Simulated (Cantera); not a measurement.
Charge: 1 mol Si, 2.5 mol HBr, 5 mol H2, at 16.0 mbar.

These are equilibrium values from Cantera (NASA tables, ideal gas, pure condensed phases), not measurements of a reactor. Candidate condensed phases: Br2, Si; 19 gas species. The tables' values for SiBr3, SiBr are old estimates; treat these amounts as uncertain. Rates play no part.

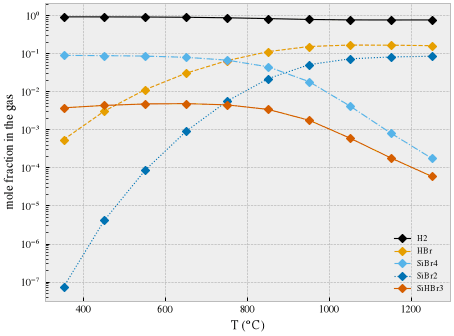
Figure. Equilibrium gas composition (values under 1e-9 drawn at 1e-9)

From 352 °C to 1252 °C the condensed part is Si(s). The main Si-bearing gas is SiBr4 at 352 °C and SiBr2 at 1252 °C. The share of Si in condensed phases is highest at 852 °C (48.4 %) and lowest at 1252 °C (36.2 %).
